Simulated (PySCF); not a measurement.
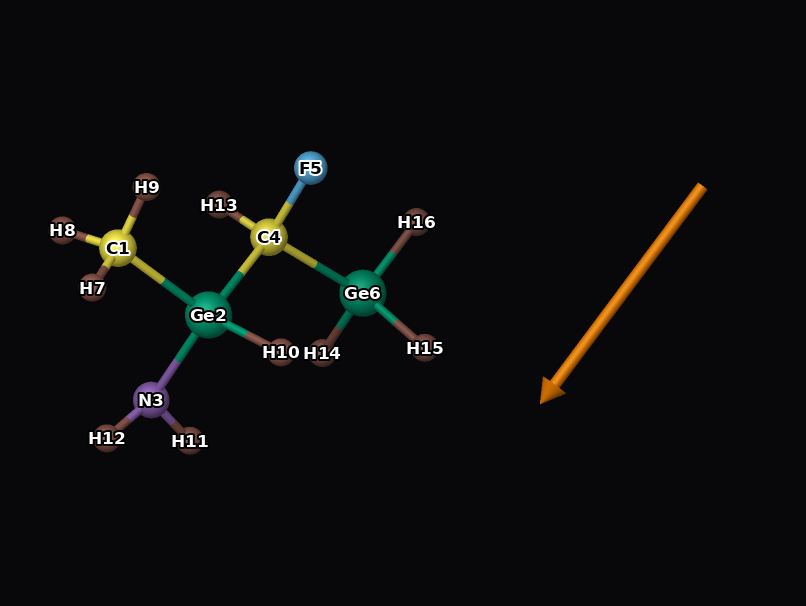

The arrow beside the molecule shows the direction of the dipole moment, from the negative to the positive end (its length means nothing). Computed geometry: GFN2-xTB optimisation. No frequency run is at hand to confirm it as a minimum. Method: B3LYP/def2-SVPD, gas phase (PySCF 2.14.0).

> How large is the dipole moment?

1.93 D; it points from the side of H16 to the side of H12 (the outermost atoms at the two ends).

The geometry is semi-empirical. Around Ge such bond lengths and angles can be off by a tenth of an ångström or more and by several degrees, and values that hang on the shape move with them.
